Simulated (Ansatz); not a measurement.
**AlNH$_{5}$ClO$_{2}$: frequency calculation**

AlNH$_{5}$ClO$_{2}$, computed with RHF/def2-SVP (Ansatz 0.2.0).

It belongs to a series of runs on one base structure; here: vibrations at the highest image of the band. Figures and captions count atoms from 1; the log counts them from 0 in places.

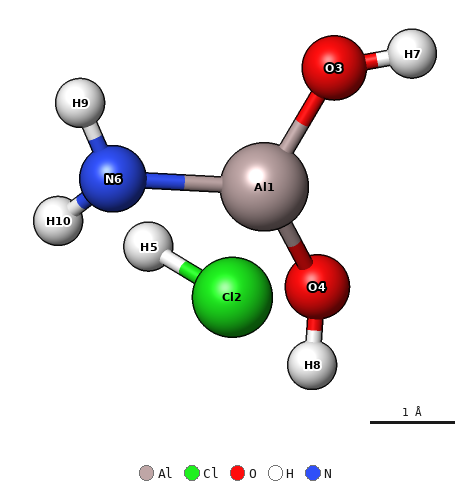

*The structure as given in the input (ball-and-stick view, seen at a tilt; atoms are numbered from 1 in the order of the input). Sticks mark near contacts.*

Bond lengths as drawn: Al–N 1.84 Å, Al–O 1.68 Å, Cl–H 1.39 Å, H–N 1.01 Å and H–O 0.94 Å.

Input
```yaml
crystal:
  periodic: [false, false, false]
  atoms:
    - { symbol: Al, position_ang: [-0.26376, -0.41788, 0.295394] }
    - { symbol: Cl, position_ang: [2.312354, 0.515591, -0.070752] }
    - { symbol: O, position_ang: [-0.292163, -1.986811, -0.314012] }
    - { symbol: O, position_ang: [-0.574352, -0.068772, 1.906831] }
    - { symbol: H, position_ang: [1.197271, 0.962639, -0.763023] }
    - { symbol: "N", position_ang: [-0.38386, 0.880832, -0.999301] }
    - { symbol: H, position_ang: [-0.192487, -2.802296, 0.143874] }
    - { symbol: H, position_ang: [-0.327223, 0.577443, 2.540297] }
    - { symbol: H, position_ang: [-0.620108, 0.591552, -1.933951] }
    - { symbol: H, position_ang: [-0.855774, 1.747604, -0.805456] }
basis:
  gaussian: { orbitals: def2-SVP }
hamiltonian:
  xc: hf
phonons: {}
```

Machine: 2 threads of Arm Neoverse V1, 24 GiB of memory available, shared host.

Launched with:
```bash
ansatz run input.yaml --threads 2 --pin off --max-ram 3072MiB --backend cpu --events-out ev --progress --plain --runs-dir out
```

The program's output
```
Engine: ansatz 0.2.0, aarch64-unknown-linux-gnu
Functional definition: HF
  exchange = exact_x
  correlation = 0
1047 factors; integrals over basis functions are off by at most 3.1e-4 eV
mean field evaluation 1: about -24710.2149 eV, gradient 5.3e1 eV
mean field evaluation 2: about -24710.2693 eV, gradient 5.3e1 eV
mean field evaluation 4: about -24715.5473 eV, gradient 2.8e0 eV
mean field evaluation 8: about -24715.5862 eV, gradient 2.1e-1 eV
mean field -24715.58637599 eV, -908.2810464914 hartree, gradient 4.5e-5 eV, S^2 0.000000; 0 other end points of the search recorded, 0 dependent functions left out
the calculation of the forces begins
reference -24715.58637599 eV, -908.2810464914 hartree; 29, 29 occupied and 74, 74 virtual orbitals, 1047 factors
these checks for a lower state are left out or cut short: stability, starts, cluster_reference, orbital_swaps, neighbouring_geometries, increment
1047 factors; integrals over basis functions are off by at most 3.1e-4 eV
mean field evaluation 16: about -24715.5864 eV, gradient 2.4e-4 eV
mean field -24715.58638160 eV, -908.2810466975 hartree, gradient 2.8e-6 eV, S^2 0.000000; 0 other end points of the search recorded, 0 dependent functions left out
[... from here on the field's lines of each further geometry are left out, up to the last ...]
the calculation of the forces begins
reference -24715.58635351 eV, -908.2810456653 hartree; 29, 29 occupied and 74, 74 virtual orbitals, 1047 factors
these checks for a lower state are left out or cut short: stability, starts, cluster_reference, orbital_swaps, neighbouring_geometries, increment
1047 factors; integrals over basis functions are off by at most 3.1e-4 eV
mean field -24715.58635491 eV, -908.2810457170 hartree, gradient 2.1e-6 eV, S^2 0.000000; 0 other end points of the search recorded, 0 dependent functions left out
the calculation of the forces begins
reference -24715.58635491 eV, -908.2810457170 hartree; 29, 29 occupied and 74, 74 virtual orbitals, 1047 factors
WARN: phonons: modes at or below zero, which the zero-point energy, F, S and C_V leave out: 1, the lowest at -460.64 cm⁻¹. A minimum has none, and a first-order saddle one
Total energy: -24715.58637599 eV, -908.2810464914 hartree
Atom 0 at    -0.263760    -0.417880     0.295394 Å, force     0.009791    -0.002975    -0.012515 eV/Å
Atom 1 at     2.312354     0.515591    -0.070752 Å, force     0.003897     0.000148     0.002035 eV/Å
Atom 2 at    -0.292163    -1.986811    -0.314012 Å, force     0.002594     0.006822     0.022651 eV/Å
Atom 3 at    -0.574352    -0.068772     1.906831 Å, force    -0.013718    -0.009338     0.010549 eV/Å
Atom 4 at     1.197271     0.962639    -0.763023 Å, force    -0.004936    -0.001251    -0.000569 eV/Å
Atom 5 at    -0.383860     0.880832    -0.999301 Å, force    -0.000329     0.002419    -0.002382 eV/Å
Atom 6 at    -0.192487    -2.802296     0.143874 Å, force    -0.003299    -0.002109    -0.014132 eV/Å
Atom 7 at    -0.327223     0.577443     2.540297 Å, force     0.007474     0.006447    -0.005384 eV/Å
Atom 8 at    -0.620108     0.591552    -1.933951 Å, force    -0.000733    -0.000036     0.000009 eV/Å
Atom 9 at    -0.855774     1.747604    -0.805456 Å, force    -0.000741    -0.000125    -0.000262 eV/Å
Dipole moment:    -0.332288     0.320083    -0.015170 e Å
Vibrations: -460.64 93.16 112.70 170.51 204.38 241.04 290.68 343.99 355.31 429.42 581.84 659.66 682.66 772.54 778.08 912.19 1008.25 1051.61 1674.59 1702.03 3743.54 3829.75 4269.18 4307.95 cm⁻¹, zero-point energy 1.749111 eV
```

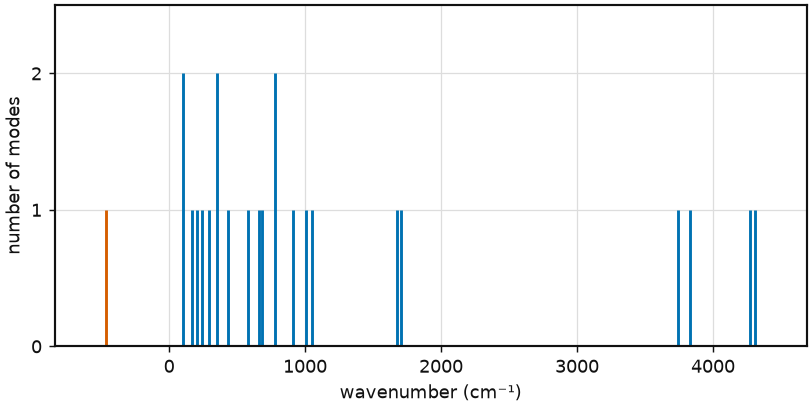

*Harmonic vibrational wavenumbers from the force constants; neighbouring modes closer than 22 cm⁻¹ are counted in one stick, and imaginary ones are drawn at negative wavenumbers.*

24 modes from 461i to 4308 cm⁻¹, 1 imaginary beyond 8i (461i cm⁻¹): a first-order saddle point, if the geometry is stationary.

Results in brief

- outcome: converged
- total energy: −24715.5864 eV
- mean-field energy: −24715.5864 eV
- largest force (length of the vector): 0.024 eV/Å
- wall time: 56 s (CPU time 1.8 min)
- peak memory: 0.2 GiB
